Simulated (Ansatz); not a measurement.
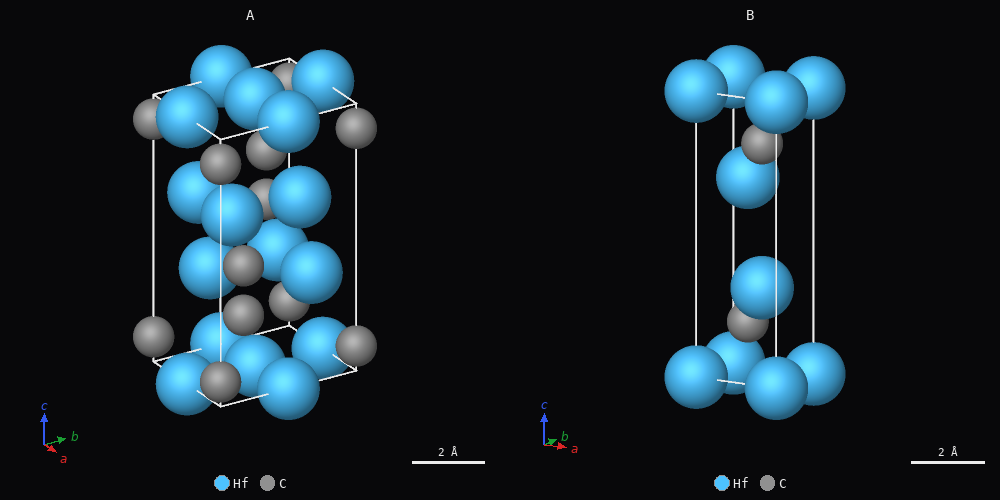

Two structures of Hf3C2, each relaxed to rest (conventional cells in solid outline, small ones repeated, not to one scale). Method: Ansatz, DFT PBE, scalar-relativistic, plane waves, PAW, without spin polarisation.

**What are A and B?**

A: 15 atoms a cell on a rhombohedral (trigonal R) lattice, R-3m. B: 5 atoms a cell on a primitive hexagonal lattice, P-3m1.

**Which form lies lower?**

B is lower, by 1171 meV/atom at this level of theory (energies at zero smearing). Volumes: A 14.7, B 15.0 Å³/atom.

One or both may be structure types tried for this composition rather than known phases.
